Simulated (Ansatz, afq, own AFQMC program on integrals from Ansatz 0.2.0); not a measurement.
# AlCCl (triplet): quantum Monte Carlo beside coupled cluster at angle Al1–C2–Cl3 = 180.0°, cc-pVDZ, part 1 of 2

How near does AFQMC come to the top of the ladder for AlCCl (triplet)?

The runs use Ansatz 0.2.0, Gaussian basis, and an in-house AFQMC program (afq) on its integrals; all values are calculated; cc-pVDZ, frozen cores.

The runs, in order: PBE (unrestricted); r2SCAN (unrestricted); PBE0 (unrestricted); B3LYP (unrestricted); wB97M-V (unrestricted); B2PLYP (unrestricted); CCSD(T) on ROHF; CCSDT(Q) on ROHF; Phaseless AFQMC, CISD trial on ROHF; Phaseless AFQMC, single-determinant trial on ROHF; Free-projection AFQMC, CISD trial on ROHF; CCSD(T) on UHF; CCSDT(Q) on UHF.

### Step 1. What is computed

The geometry derives from a PBE0/def2-TZVP stationary point (not a proven minimum). One angle is set to the value named; bond lengths are kept.

3 atoms, charge 0, spin multiplicity 3.

Atoms are counted from 1 here; the program's logs count them from 0.

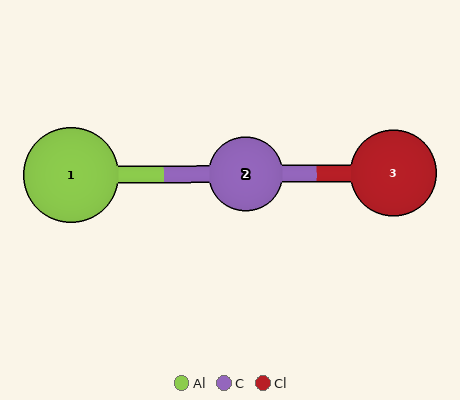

The structure; aluminium green, carbon purple, chlorine red; atoms are numbered from 1 in the order of the file.

### Step 2. PBE (unrestricted)

Contents of in.yaml:

```yaml
crystal:
  periodic: [false, false, false]
  atoms:
    - {symbol: Al, position_ang: [0.000000, 0.000000, 1.845217]}
    - {symbol: C, position_ang: [0.000000, 0.000000, -0.099904]}
    - {symbol: Cl, position_ang: [0.000000, 0.000000, -1.745313]}
basis:
  gaussian: {orbitals: cc-pVDZ}
magnetization: {spin_polarized: true, initial_magnetization: 2}
hamiltonian: {xc: {name: PBE}}
output: {orbitals: {seedname: orbitals}}
```

Command:

```
$ ansatz run in.yaml --threads 1 --pin off --events-out ev --progress --plain --max-ram 1843MiB
```

Standard output:

```text
Functional definition: PBE
  name "PBE"
  cite "Perdew, Burke & Ernzerhof, Phys. Rev. Lett. 77, 3865 (1996) doi:10.1103/PhysRevLett.77.3865"
  parent pbe
  parameter kappa = 0.804
  parameter beta = 0.06672455060314922
  exchange = pbe_x(kappa = kappa, mu = beta*pi^2/3)
  correlation = pbe_c(beta = beta)
511 factors; integrals over basis functions are off by at most 1.5e-3 eV
mean field evaluation 1: about -20135.8030 eV, gradient 3.7e1 eV
mean field evaluation 2: about -20103.6189 eV, gradient 6.7e1 eV
mean field evaluation 4: about -20141.1572 eV, gradient 1.4e1 eV
mean field evaluation 8: about -20143.0307 eV, gradient 2.6e-1 eV
mean field evaluation 16: about -20143.0313 eV, gradient 5.8e-5 eV
mean field evaluation 32: about -20141.8152 eV, gradient 4.8e0 eV
mean field -20143.03130860 eV, -740.2427471539 hartree, gradient 5.8e-5 eV, S^2 2.011640; 4 other end points of the search recorded, 0 dependent functions left out
reference -20143.03133869 eV, -740.2427482598 hartree; 19, 17 occupied and 31, 33 virtual orbitals, 511 factors
Total energy: -20143.03133869 eV, -740.2427482598 hartree
```

It took 1.4 s on 1 thread of Intel Xeon 6975P-C (Granite Rapids), shared host; peak memory 0.31 GiB.

From the report: ⟨S²⟩ of the determinant 2.012 (pure triplet: 2.00).

### Step 3. r2SCAN (unrestricted)

in.yaml: that of step 2 with these lines changed.

```diff
@@ -9,3 +9,2 @@
 magnetization: {spin_polarized: true, initial_magnetization: 2}
-hamiltonian: {xc: {name: PBE}}
-output: {orbitals: {seedname: orbitals}}
+hamiltonian: {xc: {name: r2SCAN}}
```

Same command.

Standard output:

```text
Functional definition: r2SCAN
  name "r2SCAN"
  cite "Furness, Kaplan, Ning, Perdew & Sun, J. Phys. Chem. Lett. 11, 8208 (2020) doi:10.1021/acs.jpclett.0c02405"
  cite "Furness, Kaplan, Ning, Perdew & Sun, J. Phys. Chem. Lett. 11, 9248 (2020) doi:10.1021/acs.jpclett.0c03077"
  parent r2scan
  parameter k0 = 0.174
  parameter k1 = 0.065
  parameter a1 = 4.9479
  exchange = r2scan_x(k0 = k0, k1 = k1, a1 = a1)
  correlation = r2scan_c
511 factors; integrals over basis functions are off by at most 1.5e-3 eV
mean field evaluation 1: about -20145.6074 eV, gradient 3.1e1 eV
mean field evaluation 2: about -20126.3395 eV, gradient 5.6e1 eV
mean field evaluation 4: about -20150.6549 eV, gradient 6.2e0 eV
mean field evaluation 8: about -20150.9561 eV, gradient 1.1e-1 eV
mean field evaluation 16: about -20150.9562 eV, gradient 7.8e-5 eV
mean field -20150.95624309 eV, -740.5339831250 hartree, gradient 3.2e-5 eV, S^2 2.022681; 1 other end points of the search recorded, 0 dependent functions left out
reference -20150.95625408 eV, -740.5339835288 hartree; 19, 17 occupied and 31, 33 virtual orbitals, 511 factors
Total energy: -20150.95625408 eV, -740.5339835288 hartree
```

Run time: 1.9 s. Hardware: 1 thread of Intel Xeon 6975P-C (Granite Rapids), shared host; peak memory 0.31 GiB.

From the report: ⟨S²⟩ of the determinant 2.023 (pure triplet: 2.00).

### Step 4. PBE0 (unrestricted)

in.yaml: that of step 3 with these lines changed.

```diff
@@ -9,2 +9,3 @@
 magnetization: {spin_polarized: true, initial_magnetization: 2}
-hamiltonian: {xc: {name: r2SCAN}}
+hamiltonian: {xc: {name: PBE0}}
+output: {orbitals: {seedname: orbitals}}
```

Launched as before.

Standard output:

```text
Functional definition: PBE0
  name "PBE0"
  cite "Adamo & Barone, J. Chem. Phys. 110, 6158 (1999) doi:10.1063/1.478522"
  cite "Perdew, Burke & Ernzerhof, Phys. Rev. Lett. 77, 3865 (1996) doi:10.1103/PhysRevLett.77.3865"
  parent pbe
  parameter a = 0.25
  parameter kappa = 0.804
  parameter beta = 0.06672455060314922
  exchange = (1 - a)*pbe_x(kappa = kappa, mu = beta*pi^2/3) + a*exact_x
  correlation = pbe_c(beta = beta)
511 factors; integrals over basis functions are off by at most 1.5e-3 eV
mean field evaluation 1: about -20141.4679 eV, gradient 2.3e1 eV
mean field evaluation 2: about -20136.0842 eV, gradient 3.6e1 eV
mean field evaluation 4: about -20144.5711 eV, gradient 1.9e0 eV
mean field evaluation 8: about -20144.6721 eV, gradient 1.7e-1 eV
mean field evaluation 16: about -20144.6725 eV, gradient 2.7e-5 eV
mean field -20144.67245651 eV, -740.3030582273 hartree, gradient 2.8e-5 eV, S^2 2.014729; 1 other end points of the search recorded, 0 dependent functions left out
reference -20144.67247874 eV, -740.3030590442 hartree; 19, 17 occupied and 31, 33 virtual orbitals, 511 factors
Total energy: -20144.67247874 eV, -740.3030590442 hartree
```

Wall time 1.1 s (1 thread of Intel Xeon 6975P-C (Granite Rapids), shared host); peak memory 0.31 GiB.

From the report: ⟨S²⟩ of the determinant 2.015 (pure triplet: 2.00).

### Step 5. B3LYP (unrestricted)

in.yaml: that of step 4 with these lines changed.

```diff
@@ -9,3 +9,2 @@
 magnetization: {spin_polarized: true, initial_magnetization: 2}
-hamiltonian: {xc: {name: PBE0}}
-output: {orbitals: {seedname: orbitals}}
+hamiltonian: {xc: {name: B3LYP}}
```

The command is unchanged.

Standard output, shortened:

```text
Functional definition: B3LYP
  name "B3LYP"
  cite "Stephens, Devlin, Chabalowski & Frisch, J. Phys. Chem. 98, 11623 (1994) doi:10.1021/j100096a001"
  cite "Becke, Phys. Rev. A 38, 3098 (1988) doi:10.1103/PhysRevA.38.3098"
  cite "Lee, Yang & Parr, Phys. Rev. B 37, 785 (1988) doi:10.1103/PhysRevB.37.785"
  cite "Vosko, Wilk & Nusair, Can. J. Phys. 58, 1200 (1980) doi:10.1139/p80-159"
[...]
511 factors; integrals over basis functions are off by at most 1.5e-3 eV
[...]
mean field -20154.06977352 eV, -740.6484032578 hartree, gradient 6.6e-5 eV, S^2 2.011173; 0 other end points of the search recorded, 0 dependent functions left out
reference -20154.06997091 eV, -740.6484105118 hartree; 19, 17 occupied and 31, 33 virtual orbitals, 511 factors
Total energy: -20154.06997091 eV, -740.6484105118 hartree
```

Wall time 0.9 s (1 thread of Intel Xeon 6975P-C (Granite Rapids), shared host); peak memory 0.31 GiB.

From the report: ⟨S²⟩ of the determinant 2.011 (pure triplet: 2.00).

### Step 6. wB97M-V (unrestricted)

in.yaml: that of step 5 with these lines changed.

```diff
@@ -9,2 +9,3 @@
 magnetization: {spin_polarized: true, initial_magnetization: 2}
-hamiltonian: {xc: {name: B3LYP}}
+hamiltonian: {xc: {name: wB97M-V}}
+output: {orbitals: {seedname: orbitals}}
```

The command is unchanged.

Standard output, shortened:

```text
Functional definition: wB97M-V
  name "wB97M-V"
  cite "Mardirossian & Head-Gordon, J. Chem. Phys. 144, 214110 (2016) doi:10.1063/1.4952647"
  cite "Becke, J. Chem. Phys. 107, 8554 (1997) doi:10.1063/1.475007"
  cite "Vydrov & Van Voorhis, J. Chem. Phys. 133, 244103 (2010) doi:10.1063/1.3521275"
  # Of w^i u^j: cxij and so on, Table III.
[...]
  gx(w, u) = 1 - cx + cx01*u + cx10*w
  gss(w, u) = css00 + css04*u^4 + css10*w + css20*w^2 + css43*w^4*u^3
  gos(w, u) = cos00 + cos10*w + (cos20 + cos21*u)*w^2 + (cos60 + cos61*u)*w^6
[...]
      + integral(e_c_pw_mod_opposite_spin*gos(b97_w_opposite, b97_u_opposite)) + vv10(b, c)
511 factors; integrals over basis functions are off by at most 1.5e-3 eV
145 factors; integrals over basis functions are off by at most 2.6e-5 eV
[...]
mean field -20151.85474510 eV, -740.5670024647 hartree, gradient 5.7e-5 eV, S^2 2.006347; 0 other end points of the search recorded, 0 dependent functions left out
reference -20151.85477750 eV, -740.5670036555 hartree; 19, 17 occupied and 31, 33 virtual orbitals, 511 factors
Total energy: -20151.85477750 eV, -740.5670036555 hartree
```

Run time: 3.2 s. Hardware: 1 thread of Intel Xeon 6975P-C (Granite Rapids), shared host; peak memory 0.31 GiB.

From the report: ⟨S²⟩ of the determinant 2.006 (pure triplet: 2.00).

### Step 7. B2PLYP (unrestricted)

in.yaml: that of step 6 with these lines changed.

```diff
@@ -9,3 +9,3 @@
 magnetization: {spin_polarized: true, initial_magnetization: 2}
-hamiltonian: {xc: {name: wB97M-V}}
-output: {orbitals: {seedname: orbitals}}
+hamiltonian: {xc: {name: B2PLYP}}
+correlation: {electrons: outside_noble_gas}
```

Launched as before.

Standard output, shortened:

```text
Functional definition: B2PLYP
  name "B2PLYP"
  cite "Grimme, J. Chem. Phys. 124, 034108 (2006) doi:10.1063/1.2148954"
  cite "Becke, Phys. Rev. A 38, 3098 (1988) doi:10.1103/PhysRevA.38.3098"
  cite "Lee, Yang & Parr, Phys. Rev. B 37, 785 (1988) doi:10.1103/PhysRevB.37.785"
[...]
511 factors; integrals over basis functions are off by at most 1.5e-3 eV
[...]
mean field -20142.32933280 eV, -740.2169500192 hartree, gradient 6.6e-6 eV, S^2 2.018230; 2 other end points of the search recorded, 0 dependent functions left out
11 core orbitals not correlated: weight in the atoms' cores, before any rotation towards them, 1.000 or more for the frozen orbitals, at most 0.000 for the correlated occupied ones
reference -20142.32945716 eV, -740.2169545894 hartree; 8, 6 occupied and 31, 33 virtual orbitals, 511 factors
second order -9.19186167 eV of doubles, -0.00000000 eV of singles
Total energy: -20144.81125981 eV, -740.3081591547 hartree
```

Wall time 1.4 s (1 thread of Intel Xeon 6975P-C (Granite Rapids), shared host); peak memory 0.31 GiB.

From the report: ⟨S²⟩ of the determinant 2.018 (pure triplet: 2.00).

### Step 8. CCSD(T) on ROHF

in.yaml: that of step 7 with these lines changed.

```diff
@@ -8,4 +8,3 @@
   gaussian: {orbitals: cc-pVDZ}
-magnetization: {spin_polarized: true, initial_magnetization: 2}
-hamiltonian: {xc: {name: B2PLYP}}
-correlation: {electrons: outside_noble_gas}
+magnetization: {spin_polarized: false, initial_magnetization: 2}
+correlation: {method: ccsd_t, electrons: outside_noble_gas, hamiltonian_folder: ham}
```

Launched as before.

Standard output, shortened:

```text
Functional definition: HF
  name "HF"
  cite "Fock, Z. Phys. 61, 126 (1930) doi:10.1007/BF01340294"
  parent pbe
[...]
511 factors; integrals over basis functions are off by at most 1.5e-3 eV
[...]
mean field -20114.37175862 eV, -739.1895281183 hartree, gradient 2.7e-6 eV, S^2 2.000000; 5 other end points of the search recorded, 0 dependent functions left out
[...]
determinant -20114.37175862 eV, -739.1895281183 hartree, with singles and doubles -20122.81948659 eV, -739.4999763954 hartree
determinant -20111.89615498 eV, -739.0985513627 hartree, with singles and doubles -20120.85948935 eV, -739.4279478252 hartree
11 core orbitals not correlated: weight in the atoms' cores, before any rotation towards them, 1.000 or more for the frozen orbitals, at most 0.000 for the correlated occupied ones
reference -20114.37175862 eV, -739.1895281183 hartree; 8, 6 occupied and 31, 33 virtual orbitals, 511 factors
second order -7.31856544 eV of doubles, -0.12847277 eV of singles
cycle   1  -8.44752863 eV  change    2.0e-4 eV  update   1.1e-3
[...]
cycle   7  -8.44813628 eV  change   -6.0e-6 eV  update   3.8e-6
perturbative correction -0.26396900 eV, -0.0097006817 hartree
Total energy: -20123.08386389 eV, -739.5096920820 hartree
```

Wall time 2.8 s (1 thread of Intel Xeon 6975P-C (Granite Rapids), shared host); peak memory 0.31 GiB.

From the report: correlation -8.7121 eV; T1 0.029; largest double amplitude 0.09.

This run also writes the integrals to the folder ham.

### Step 9. CCSDT(Q) on ROHF

in.yaml: that of step 8 with these lines changed.

```diff
@@ -9,2 +9,2 @@
 magnetization: {spin_polarized: false, initial_magnetization: 2}
-correlation: {method: ccsd_t, electrons: outside_noble_gas, hamiltonian_folder: ham}
+correlation: {method: ccsdt_q, electrons: outside_noble_gas}
```

Same command.

Standard output, shortened:

```text
Functional definition: HF
  name "HF"
  cite "Fock, Z. Phys. 61, 126 (1930) doi:10.1007/BF01340294"
  parent pbe
[...]
931 factors; integrals over basis functions are off by at most 1.2e-7 eV
[...]
mean field -20114.37183169 eV, -739.1895308037 hartree, gradient 2.8e-6 eV, S^2 2.000000; 5 other end points of the search recorded, 0 dependent functions left out
[...]
determinant -20114.37183169 eV, -739.1895308037 hartree, with singles and doubles -20122.81958540 eV, -739.4999800265 hartree
determinant -20111.89623178 eV, -739.0985541850 hartree, with singles and doubles -20120.85957720 eV, -739.4279510537 hartree
11 core orbitals not correlated: weight in the atoms' cores, before any rotation towards them, 1.000 or more for the frozen orbitals, at most 0.000 for the correlated occupied ones
reference -20114.37183169 eV, -739.1895308037 hartree; 8, 6 occupied and 31, 33 virtual orbitals, 931 factors
second order -7.31859866 eV of doubles, -0.12847264 eV of singles
cycle   1  -8.06332192 eV  change   -6.1e-1 eV  update   1.0e-1
[...]
cycle  18  -8.74856879 eV  change    1.2e-7 eV  update   1.5e-6
perturbative correction -0.01927643 eV, -0.0007083958 hartree
Total energy: -20123.13967691 eV, -739.5117431724 hartree
```

Wall time 28 s (1 thread of Intel Xeon 6975P-C (Granite Rapids), shared host); peak memory 0.66 GiB.

From the report: correlation -8.7678 eV; T1 0.031; largest double amplitude 0.09.

(Continued in part 2 of 2.)
